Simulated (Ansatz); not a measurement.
AlH2F3: several calculations on one system

Part 1: Relaxation

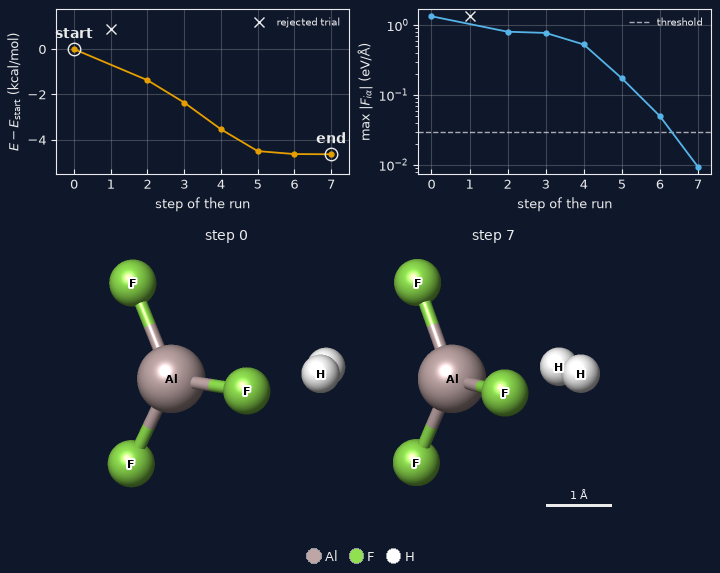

First and last geometry of a relaxation of AlH$_{2}$F$_{3}$, with the history of the run. The picture is a ball-and-stick view, seen at a tilt.

The run prepares an end point of a later path (reaction) calculation, from a guessed geometry.

The calculation used RKS PBE0-D4/def2-SVP (Ansatz).

Input
```yaml
crystal:
  periodic: [false, false, false]
  atoms:
    - { symbol: Al, position_ang: [-0.00014, 0.228007, 0.018377] }
    - { symbol: F, position_ang: [0.003388, 0.356949, 1.683397] }
    - { symbol: F, position_ang: [1.420661, 0.248735, -0.807934] }
    - { symbol: F, position_ang: [-1.427624, 0.180975, -0.795138] }
    - { symbol: H, position_ang: [0.077778, -2.3485, 0.985193] }
    - { symbol: H, position_ang: [0.061837, -1.749666, 1.387305] }
basis:
  gaussian: { orbitals: def2-SVP }
hamiltonian:
  xc: pbe0
  dispersion: d4
relax:
  f_tol: 0.03
  max_steps: 50
```

Run as
```bash
ansatz run input.yaml --threads 1 --pin off --max-ram 2048MiB --backend cpu --events-out ev --progress --plain --runs-dir out
```

Read the history and describe the run.

It converged. Over 6 accepted moves (7 points after the start) the energy falls by 4.64 kcal/mol. Largest force component: 1.3 eV/Å at the start, 0.0094 eV/Å at the end. The line search rejected the trial step at point 1 of the run. H5 moves most after the best rigid fit: 0.53 Å. By element the largest moves are H 0.53 Å, F 0.30 Å, Al 0.21 Å. Among the contacts that change: Al1–H5 2.753 → 2.132 Å, Al1–H6 2.406 → 2.106 Å, H5–H6 0.721 → 0.770 Å, Al1–F2 1.670 → 1.652 Å. The run took 5.7 s on 1 thread of AMD EPYC 9R45 96-Core Processor (Zen 5), with other jobs on the host, peak memory 0.14 GiB.

| step | E − E(0), kcal/mol | largest force component, eV/Å | note |
| --- | --- | --- | --- |
| 0 | 0.00 | 1.3461 |  |
| 1 | 0.90 | 1.3440 | rejected |
| 2 | -1.37 | 0.8086 |  |
| 3 | -2.36 | 0.7777 |  |
| 4 | -3.54 | 0.5312 |  |
| 5 | -4.50 | 0.1744 |  |
| 6 | -4.63 | 0.0501 |  |
| 7 | -4.64 | 0.0094 |  |

Part 2: Relaxation

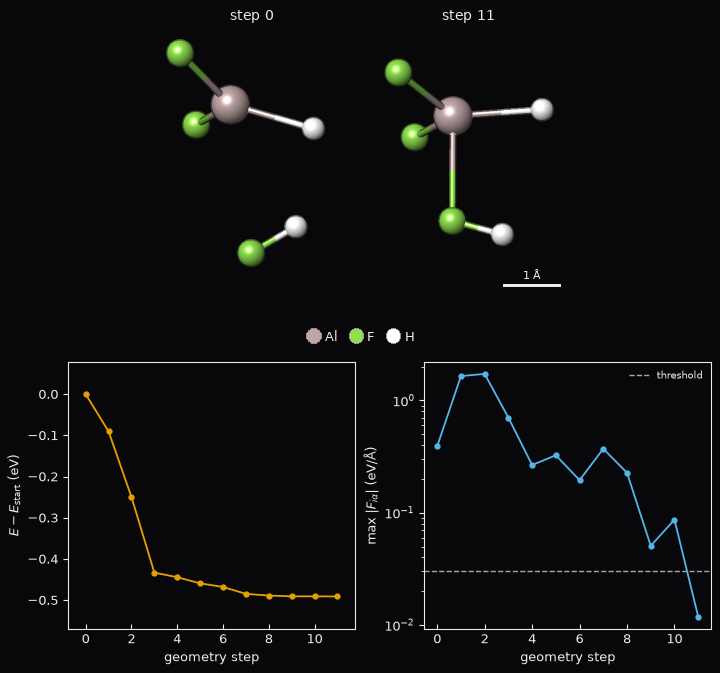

First and last geometry of a relaxation of AlH2F3, with the history of the run. Style: ball-and-stick. Shown from a free direction.

The run prepares an end point of a later path (reaction) calculation, from a guessed geometry.

Method: RKS PBE0-D4/def2-SVP (Ansatz 0.2.0). (no spin polarisation; force threshold 0.03 eV/Å; at most 50 steps)

What do the curves and the structures tell?

Answer. It converged. The atom that moves furthest after the best rigid fit is an F atom (0.67 Å). Largest moves by element: F 0.67 Å, H 0.44 Å, Al 0.24 Å. Among the contacts that change: Al–F 2.877 → 2.022 Å, Al–H 1.566 → 1.579 Å, Al–F 1.652 → 1.663 Å, F–H 0.927 → 0.935 Å. New bonds form, among them: Al–F (2.88 → 2.02 Å). Among the angles between lasting bonds that change: F–Al–F 119.9° → 117.5°. The energy falls by 0.491 eV in 11 geometry steps. The largest force component goes from 0.39 to 0.012 eV/Å.

Part 3: Path

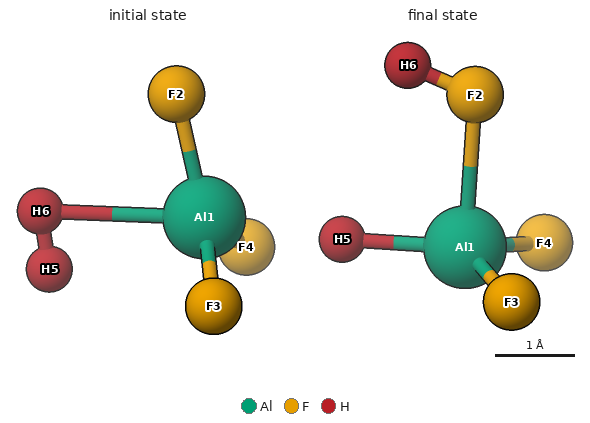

The two relaxed end points of a path for AlH2F3. The picture is a ball-and-stick view, seen at a tilt.

Theory: RKS PBE0-D4/def2-SVP in Ansatz 0.2.0.

Set-up: 7 movable images; climbing image; force threshold 0.05 eV/Å; iteration limit 60.

Start:
```xyz
6

Al    0.0055    0.0827    0.1757
F    -0.0016    0.6299    1.7346
F     1.4248   -0.0025   -0.6578
F    -1.4153   -0.0766   -0.6443
H     0.0647   -2.0099    0.5777
H     0.0576   -1.7070    1.2852
```

End:
```xyz
6

Al    0.0205   -0.5257   -0.2329
F     0.0179   -0.0652    1.7359
F     1.4190    0.2616   -0.6676
F    -1.4230    0.1837   -0.6541
H     0.0643   -2.0758    0.0660
H     0.0372   -0.8620    2.2238
```

What barrier does the band find between them, and by what path?

The highest point, image 5, lies 26.4 kcal/mol above the start and 3.8 kcal/mol above the end; the end is at +22.6 kcal/mol relative to the start. Breaking: H5–H6 (0.77 → 1.21 at the top → 2.48 Å). Forming: Al1–H5 (2.13 → 1.68 at the top → 1.58 Å), F2–H6 (2.38 → 1.08 at the top → 0.93 Å). The band converged in 9 iterations, with a climbing image at the top. At the top, the vibrational analysis gives one imaginary mode (670i cm⁻¹), as a transition state must have.

Energies of the converged images:

```json
{"image": "0", "path (Å)": "0.00", "E (kcal/mol)": "0.0"}
{"image": "1", "path (Å)": "0.24", "E (kcal/mol)": "0.6"}
{"image": "2", "path (Å)": "0.48", "E (kcal/mol)": "3.3"}
{"image": "3", "path (Å)": "0.73", "E (kcal/mol)": "10.4"}
{"image": "4", "path (Å)": "0.97", "E (kcal/mol)": "21.6"}
{"image": "5", "path (Å)": "1.21", "E (kcal/mol)": "26.4"}
{"image": "6", "path (Å)": "1.53", "E (kcal/mol)": "24.5"}
{"image": "7", "path (Å)": "1.86", "E (kcal/mol)": "23.1"}
{"image": "8", "path (Å)": "2.18", "E (kcal/mol)": "22.6"}
```

The geometry at the top of the path:

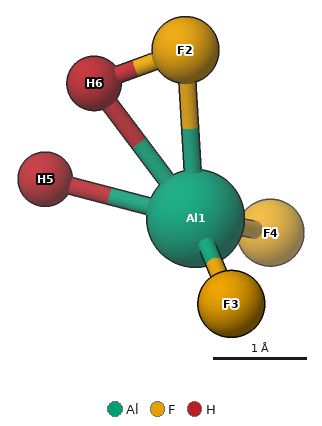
